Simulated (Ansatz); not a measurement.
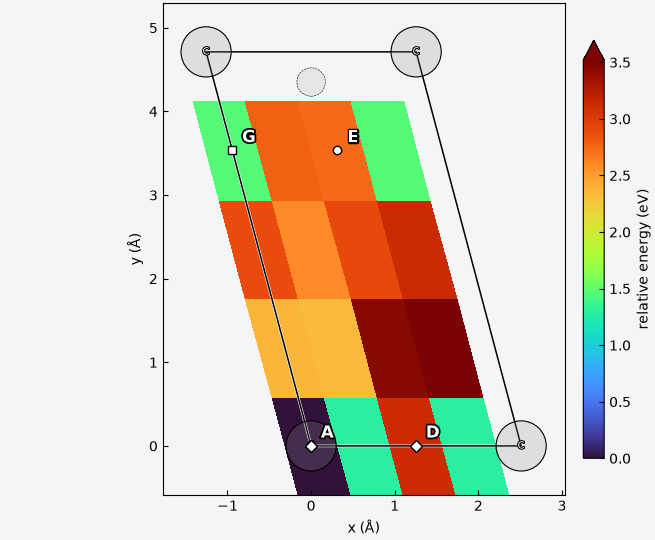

F on a C(101) slab cut from the P6_3/mmc phase, its upper half relaxed before the scan (20 atoms of substrate and one adsorbate in a 2 × 1 cell). 
- F is moved over the surface cell; relaxed at each place: the height of the adsorbate's atoms; substrate rigid; the origin of the map has the adsorbate above C19.
- Places are given modulo a cell vector. The map is drawn in real space over the plane of the surface.
- The scan uses a 4 × 4 grid.
- Places are given in fractions of the 1 × 1 surface cell.
- Energies: eV, counted from the lowest grid point.
- Energies and slopes of some neighbouring points disagree (a jump in structure or state, or too coarse a mesh). The relaxed height changes by up to 0.9 Å between neighbouring points. The magnetic moment jumps between some neighbouring points.
- These are results of DFT PBE, scalar-relativistic, plane waves, PAW in Ansatz, not measurements. Settings: cutoff 420 eV, k-mesh 6×6×1, gaussian smearing 0.05 eV, spin-polarised.

In the figure: one coloured cell a grid point, labelled circles for the atoms of the top layer and small ones for the second layer, the outline of one cell of the plane, one colour for all values above the top of the scale, lettered points.

### Rank the lettered points by energy, lowest first.

A (0.00 eV), G (1.47 eV), E (2.74 eV), D (3.12 eV).

PAW datasets: the set soft_1.
